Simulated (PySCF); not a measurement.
**Run report: CH$_{6}$AlClFN, geometry relaxation**

The run: geometry relaxation of CH$_{6}$AlClFN. Method and program: PBE0-D3(BJ)/def2-SVP geometry optimisation, gas phase (PySCF 2.14.0).

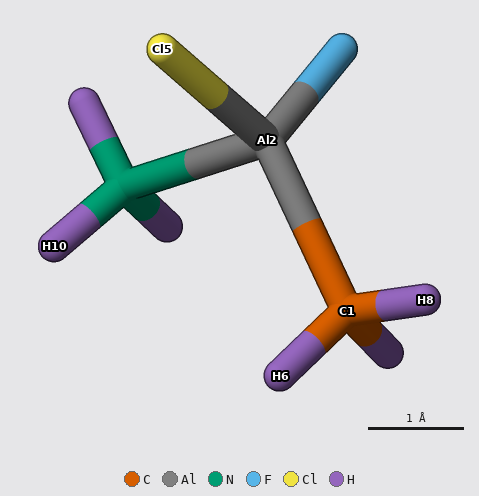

*The starting structure (stick view, seen at a tilt; atoms are numbered from 1 in the order of the input). Sticks mark near contacts.*

Bond lengths as drawn: Al–C 2.02 Å, Al–Cl 2.04 Å, Al–F 1.66 Å, Al–N 2.13 Å, C–H 1.07 to 1.10 Å and H–N 1.00 to 1.03 Å.

**Key numbers**

- outcome: converged
- total energy: −898.310379 hartree
- dipole moment: 6.16 D
- point group: C1
- hardware: 1 CPU thread, shared host
- wall time: 30 s
- peak memory: 0.45 GiB

**Input**
```
{"job": {"xc": "PBE0", "basis": "def2-SVP", "d3": "d3bj", "grid": 1, "shake": 0.01, "kind": "geom"}, "charge": 0, "multiplicity": 1}
C      1.670810    -0.405920     0.070300
Al     0.122430     0.863220    -0.211750
N     -1.576470    -0.381900     0.081340
F     -0.320340     1.156010    -1.787390
Cl    -0.242280     2.355590     1.135380
H      1.675700    -0.806180     1.066390
H      1.654210    -1.214460    -0.639460
H      2.628280     0.124030    -0.073260
H     -2.373590     0.201380    -0.089080
H     -1.666590    -0.790220     1.022570
H     -1.534030    -1.127380    -0.590690
```

The first line tells a small driver script what to run in PySCF; the rest is the geometry in Å.

Launched with:
```bash
OMP_NUM_THREADS=1 python <driver script> task.json out
```

**Log**
```
step   0  E = -898.30263079  max force = 0.046833
step   1  E = -898.30756189  max force = 0.017596
step   2  E = -898.30966001  max force = 0.005992
step   3  E = -898.31016072  max force = 0.003115
step   4  E = -898.31027297  max force = 0.001177
step   5  E = -898.31033565  max force = 0.001140
step   6  E = -898.31036288  max force = 0.000901
step   7  E = -898.31037366  max force = 0.000475
step   8  E = -898.31037909  max force = 0.000189
optimisation converged
```

**Trajectory as extended XYZ (Å, eV, eV/Å), 9 frames, from step=0 to step=8**
```
11
Properties=species:S:1:pos:R:3:forces:R:3 step=0 energy=-24444.05965
C     1.6708   -0.4059    0.0703   -0.6093   1.8038  -0.4604
Al    0.1224    0.8632   -0.2117    0.7599  -2.4083  -0.3104
N    -1.5765   -0.3819    0.0813    1.2232   0.2858   1.1910
F    -0.3203    1.1560   -1.7874   -0.1384   0.2712  -0.6579
Cl   -0.2423    2.3556    1.1354   -0.3129   1.2036   1.0287
H     1.6757   -0.8062    1.0664    0.0300  -0.4271   0.9555
H     1.6542   -1.2145   -0.6395   -0.0563  -0.7355  -0.5992
H     2.6283    0.1240   -0.0733   -0.0238  -0.0105   0.0319
H    -2.3736    0.2014   -0.0891   -0.7682   0.3217  -0.2422
H    -1.6666   -0.7902    1.0226    0.0302   0.1757  -0.4221
H    -1.5340   -1.1274   -0.5907   -0.1343  -0.4805  -0.5148
11
Properties=species:S:1:pos:R:3:forces:R:3 step=1 energy=-24444.19383
C     1.7096    0.1212   -0.1576   -0.3021  -0.3637   0.0818
Al   -0.1644    0.6795   -0.2549    0.9048   0.8072  -0.1859
N    -1.3598   -0.7978    0.3097   -0.4053  -0.0882  -0.0625
F    -0.8115    0.8818   -1.7994   -0.1603  -0.0498   0.0845
Cl   -0.7503    2.2034    1.1555   -0.1398  -0.2867  -0.1285
H     1.9094   -0.2876    0.8512    0.1429   0.0413  -0.0902
H     1.8787   -0.6967   -0.8844    0.1245   0.0854   0.0790
H     2.4562    0.9108   -0.3542   -0.1953  -0.0338   0.0175
H    -2.2799   -0.3497    0.2093    0.0603  -0.2812   0.1900
H    -1.2511   -1.1135    1.2770   -0.0720   0.0476  -0.1132
H    -1.3466   -1.6110   -0.3144    0.0422   0.1219   0.1274
11
Properties=species:S:1:pos:R:3:forces:R:3 step=2 energy=-24444.25092
C     1.7093    0.1070   -0.1458   -0.1676  -0.2830  -0.0679
Al   -0.1350    0.7151   -0.2960    0.1421   0.3081   0.1273
N    -1.3508   -0.7867    0.2952   -0.1774   0.0383  -0.0489
F    -0.8815    0.9116   -1.7951    0.0819  -0.0286  -0.0270
Cl   -0.7752    2.1737    1.1466   -0.0328  -0.0911  -0.0705
H     1.9093   -0.2907    0.8653    0.0130   0.0536  -0.0226
H     1.9096   -0.7095   -0.8622    0.0770   0.0360   0.0168
H     2.4483    0.8989   -0.3336   -0.0009   0.0758  -0.0171
H    -2.2872   -0.3773    0.2292    0.0065  -0.0834   0.0630
H    -1.2230   -1.1018    1.2571    0.0260  -0.0093   0.0160
H    -1.3334   -1.5996   -0.3229    0.0324  -0.0164   0.0309
11
Properties=species:S:1:pos:R:3:forces:R:3 step=3 energy=-24444.26455
C     1.7054    0.0989   -0.1490   -0.0302  -0.1602  -0.0046
Al   -0.1258    0.7300   -0.2914   -0.0623   0.0613   0.0427
N    -1.3622   -0.7844    0.2997   -0.0386   0.0829  -0.0412
F    -0.8277    0.9210   -1.8119    0.0300   0.0030   0.0008
Cl   -0.8059    2.1712    1.1425    0.0122  -0.0287  -0.0360
H     1.9163   -0.2947    0.8596    0.0236   0.0223   0.0219
H     1.9247   -0.7078   -0.8691    0.0058   0.0186  -0.0053
H     2.4327    0.9037   -0.3345    0.0127   0.0539  -0.0066
H    -2.3075   -0.3998    0.2404   -0.0346  -0.0102   0.0138
H    -1.2298   -1.0960    1.2621    0.0535  -0.0035   0.0236
H    -1.3299   -1.6014   -0.3108    0.0277  -0.0395  -0.0091
11
Properties=species:S:1:pos:R:3:forces:R:3 step=4 energy=-24444.26760
C     1.7001    0.0866   -0.1475    0.0075  -0.0388   0.0285
Al   -0.1259    0.7369   -0.2915   -0.0605  -0.0325   0.0059
N    -1.3656   -0.7772    0.2993   -0.0186   0.0336  -0.0233
F    -0.8090    0.9294   -1.8196    0.0146   0.0166  -0.0002
Cl   -0.8132    2.1754    1.1369    0.0187   0.0069  -0.0088
H     1.9177   -0.3020    0.8619    0.0118   0.0099   0.0064
H     1.9236   -0.7160   -0.8698   -0.0096   0.0040  -0.0094
H     2.4231    0.8976   -0.3338   -0.0030   0.0055  -0.0034
H    -2.3174   -0.4074    0.2476   -0.0112  -0.0088   0.0060
H    -1.2192   -1.0852    1.2617    0.0361   0.0100  -0.0023
H    -1.3238   -1.5976   -0.3075    0.0142  -0.0065   0.0007
11
Properties=species:S:1:pos:R:3:forces:R:3 step=5 energy=-24444.26931
C     1.6921    0.0725   -0.1441    0.0175   0.0359   0.0369
Al   -0.1280    0.7419   -0.2927   -0.0324  -0.0586  -0.0198
N    -1.3674   -0.7690    0.2977   -0.0075   0.0006  -0.0135
F    -0.7954    0.9418   -1.8264    0.0056   0.0176   0.0004
Cl   -0.8082    2.1862    1.1302    0.0105   0.0183   0.0094
H     1.9146   -0.3110    0.8663    0.0006  -0.0031  -0.0059
H     1.9136   -0.7289   -0.8679   -0.0097  -0.0082  -0.0049
H     2.4142    0.8848   -0.3335   -0.0029  -0.0170  -0.0058
H    -2.3252   -0.4135    0.2557    0.0023  -0.0085   0.0057
H    -1.2026   -1.0726    1.2588    0.0132   0.0120  -0.0052
H    -1.3173   -1.5915   -0.3063    0.0028   0.0111   0.0027
11
Properties=species:S:1:pos:R:3:forces:R:3 step=6 energy=-24444.27005
C     1.6865    0.0636   -0.1408    0.0098   0.0464   0.0192
Al   -0.1299    0.7443   -0.2946   -0.0043  -0.0352  -0.0221
N    -1.3681   -0.7635    0.2958   -0.0020  -0.0073  -0.0051
F    -0.7891    0.9526   -1.8305    0.0038   0.0093   0.0020
Cl   -0.7994    2.1951    1.1262   -0.0002   0.0115   0.0125
H     1.9098   -0.3174    0.8702   -0.0039  -0.0072  -0.0054
H     1.9030   -0.7398   -0.8640   -0.0047  -0.0112   0.0011
H     2.4115    0.8724   -0.3342    0.0001  -0.0171  -0.0059
H    -2.3293   -0.4166    0.2616    0.0031  -0.0045   0.0056
H    -1.1904   -1.0640    1.2555    0.0003   0.0064  -0.0029
H    -1.3143   -1.5862   -0.3074   -0.0021   0.0089   0.0010
11
Properties=species:S:1:pos:R:3:forces:R:3 step=7 energy=-24444.27034
C     1.6842    0.0603   -0.1387    0.0025   0.0244   0.0019
Al   -0.1303    0.7453   -0.2962    0.0062  -0.0070  -0.0122
N    -1.3685   -0.7607    0.2941   -0.0001  -0.0038  -0.0018
F    -0.7864    0.9591   -1.8325    0.0035   0.0022   0.0020
Cl   -0.7940    2.1991    1.1253   -0.0051   0.0022   0.0076
H     1.9059   -0.3201    0.8728   -0.0032  -0.0037  -0.0005
H     1.8962   -0.7466   -0.8597   -0.0018  -0.0081   0.0040
H     2.4133    0.8641   -0.3353    0.0023  -0.0087  -0.0040
H    -2.3308   -0.4168    0.2645    0.0009  -0.0002   0.0037
H    -1.1850   -1.0602    1.2530   -0.0020   0.0005  -0.0005
H    -1.3144   -1.5830   -0.3094   -0.0031   0.0021  -0.0001
11
Properties=species:S:1:pos:R:3:forces:R:3 step=8 energy=-24444.27049
C     1.6834    0.0585   -0.1370   -0.0013   0.0012  -0.0073
Al   -0.1297    0.7463   -0.2975    0.0072   0.0097  -0.0008
N    -1.3689   -0.7587    0.2925    0.0014  -0.0007  -0.0006
F    -0.7837    0.9637   -1.8341    0.0026  -0.0014   0.0005
Cl   -0.7917    2.2003    1.1255   -0.0055  -0.0036   0.0017
H     1.9025   -0.3209    0.8753   -0.0013   0.0015   0.0029
H     1.8917   -0.7523   -0.8551   -0.0009  -0.0036   0.0044
H     2.4168    0.8574   -0.3366    0.0028  -0.0017  -0.0018
H    -2.3313   -0.4150    0.2659   -0.0005   0.0031   0.0015
H    -1.1828   -1.0584    1.2507   -0.0012  -0.0026   0.0002
H    -1.3161   -1.5804   -0.3118   -0.0033  -0.0020  -0.0006
```

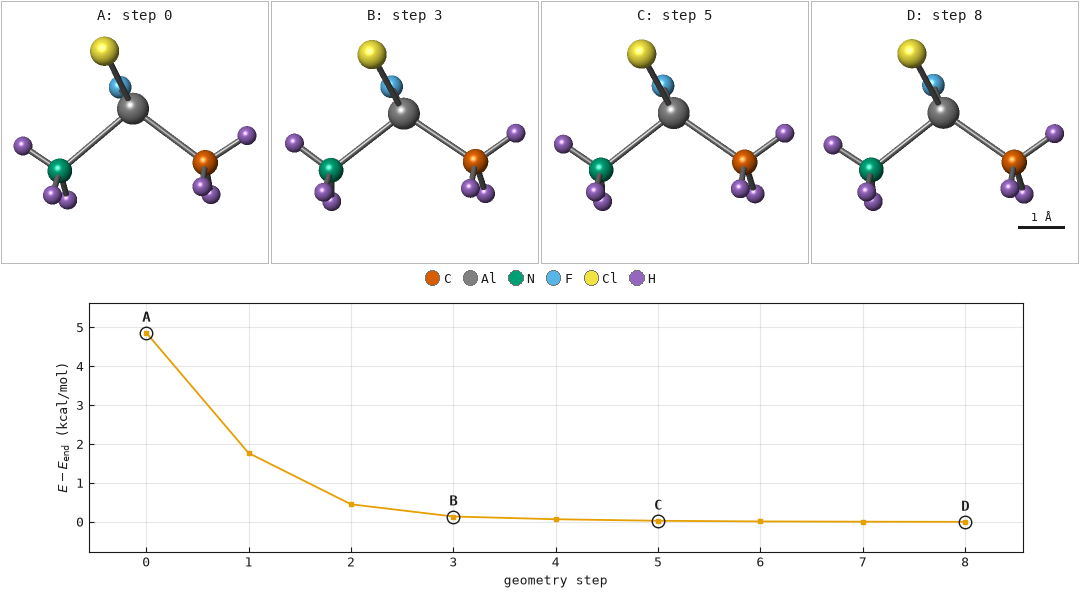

*Frames of the relaxation (ball-and-stick view, seen at a tilt) above the curves, on which the letters mark them (steps are counted from 0).*

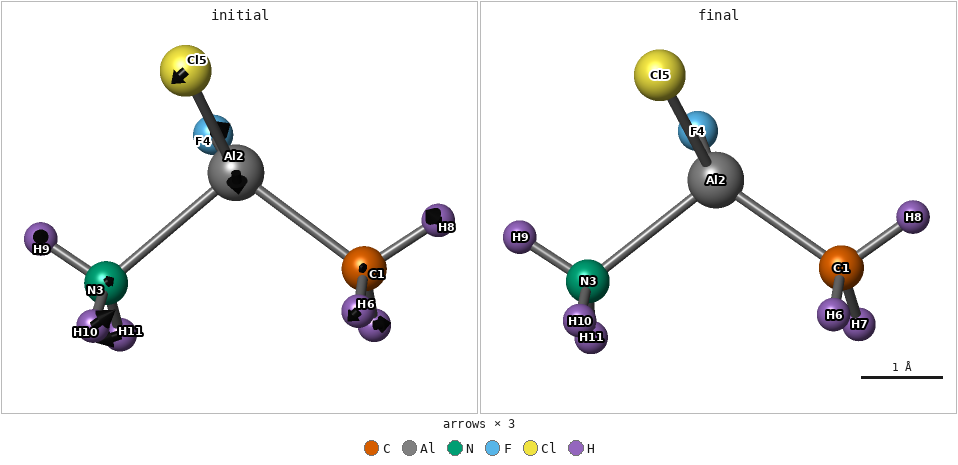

*Before (left) and after (right) the relaxation, at one scale (ball-and-stick view, seen at a tilt). The black arrows give the displacements, magnified 3 times.*

H10 moves most after the best rigid fit: 0.12 Å. Largest moves by element: H 0.12 Å, Al 0.12 Å, F 0.10 Å, Cl 0.08 Å, N 0.04 Å, C 0.03 Å. Among the contacts that change: Al2–Cl5 2.043 → 2.139 Å, Al2–N3 2.127 → 2.037 Å, C1–Al2 2.022 → 1.946 Å, C1–H6 1.074 → 1.103 Å. Among the angles that change: N3–Al2–F4 91.2° → 97.1°, Al2–N3–H11 108.0° → 113.1°, N3–Al2–Cl5 101.2° → 97.0°. The energy falls by 4.86 kcal/mol in 8 geometry steps. The largest force component goes from 2.4 to 0.0097 eV/Å. (Atoms are counted from 1 in the order of the input.)
